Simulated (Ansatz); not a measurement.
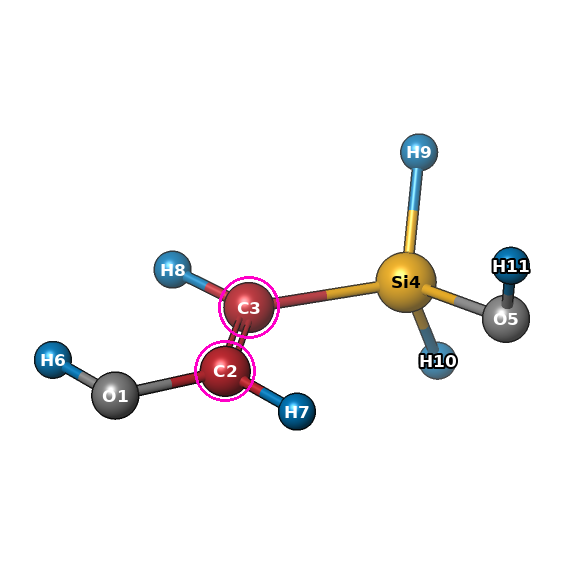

Depth is shown by fading: the farther an atom, the more it takes the colour of the background. Circles mark the stereogenic atoms. The computed structure is the end point of a PBE0-D4/def2-TZVP optimisation. No frequency run is at hand to confirm it as a minimum.

Assign CIP descriptors.

Answer. C2=C3: E.
